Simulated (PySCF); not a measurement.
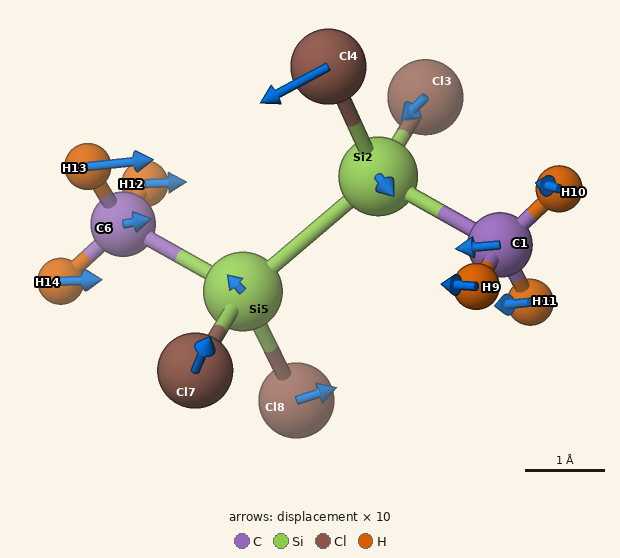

This is a relaxation of C₂H₆Cl₄Si₂. The starting structure is drawn; blue arrows show the displacements, magnified 10 times. The two geometries are superimposed by the best rigid fit.

A ball-and-stick model, seen at a tilt.

The start comes from GFN2-xTB. Its atoms were then displaced at random by about 0.01 Å.

Computed with PBE0-D3(BJ)/def2-TZVP geometry optimisation, gas phase (PySCF). 

Q: What happened in the run?

A: After 6 geometry steps the energy has fallen by 17.7 kJ/mol. The atom that moves furthest after the best rigid fit is Cl4 (0.10 Å). By element the largest moves are Cl 0.10 Å, H 0.09 Å, C 0.06 Å, Si 0.04 Å. Some distances before and after: C1–Si2 1.934 → 1.849 Å, Si5–C6 1.904 → 1.849 Å, Si5–Cl8 2.022 → 2.058 Å, C1–H9 1.117 → 1.092 Å. Among the angles between lasting bonds that change: Cl4–Si2–Si5 111.0° → 107.1°, Si5–C6–H13 112.7° → 109.8°, C1–Si2–Cl4 107.3° → 109.8°. The run took 2.3 min on 2 threads of AMD EPYC 9R45 96-Core Processor, with other jobs on the host.
